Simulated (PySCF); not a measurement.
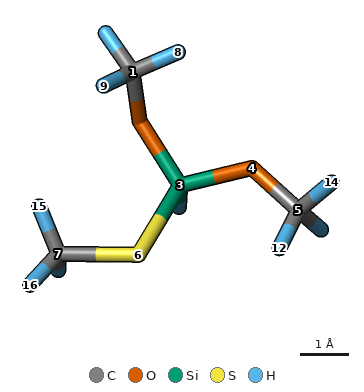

Starting structure of C3H10O2SSi. The picture is a stick view, seen face on.

The start comes from GFN2-xTB. Its atoms were then displaced at random by about 0.01 Å.

All numbers below come from PBE0-D3(BJ)/def2-SVP geometry optimisation, gas phase (PySCF).

```xyz
17

C    -0.4237    2.3570    0.4432
O    -0.4362    1.3027   -0.4636
Si    0.2533   -0.1405   -0.3764
O     1.8196    0.0403    0.1623
C     2.7007   -0.9579    0.5309
S    -0.7440   -1.4860    0.9615
C    -2.4375   -1.2662    0.3740
H     0.5867    2.6492    0.7339
H    -1.0271    2.1393    1.3498
H    -0.9073    3.2279   -0.0593
H     0.1193   -0.5917   -1.7296
H     2.2314   -1.7055    1.1745
H     3.0893   -1.4241   -0.3554
H     3.4888   -0.4635    1.1054
H    -2.7194   -0.2253    0.4305
H    -3.0879   -1.8384    1.0292
H    -2.5225   -1.6057   -0.6513
```

Where does the relaxation end?

H17 moves most after the best rigid fit: 0.51 Å. By element the largest moves are H 0.51 Å, S 0.51 Å, O 0.24 Å, C 0.15 Å, Si 0.14 Å. Near-neighbour distances that change, for instance: Si3–H11 1.433 → 1.486 Å, O2–Si3 1.602 → 1.645 Å, C5–H13 1.074 → 1.105 Å, O4–C5 1.382 → 1.402 Å. Among the angles between lasting bonds that change: C1–O2–Si3 130.1° → 124.7°, O2–Si3–H11 101.1° → 105.2°, H13–C5–H14 111.7° → 108.0°. Groups turn about Si3–S6 by about 20°. Over 10 geometry steps the energy falls by 5.10 kcal/mol. Cost: 110 s on 1 thread of Intel(R) Xeon(R) Platinum 8488C, on a shared host.

The structure at the end:

```xyz
17

C    -0.3867    2.4964    0.4771
O    -0.3446    1.5126   -0.5240
Si    0.2188   -0.0180   -0.3083
O     1.7927    0.0682    0.1812
C     2.6331   -1.0114    0.4872
S    -0.8374   -1.0658    1.2281
C    -2.3905   -1.3671    0.3198
H     0.6240    2.8678    0.7156
H    -0.8429    2.1099    1.4061
H    -0.9926    3.3400    0.1147
H     0.0276   -0.6930   -1.6187
H     2.1329   -1.7577    1.1293
H     2.9815   -1.5230   -0.4277
H     3.5163   -0.6311    1.0220
H    -2.8557   -0.4237    0.0028
H    -3.0704   -1.8825    1.0107
H    -2.2228   -2.0097   -0.5562
```

After the run, drawn alike:

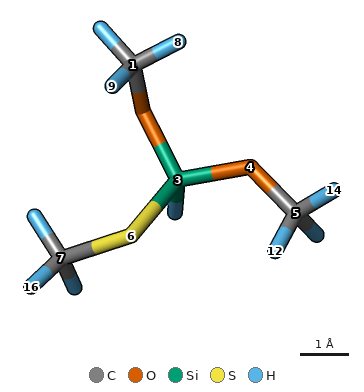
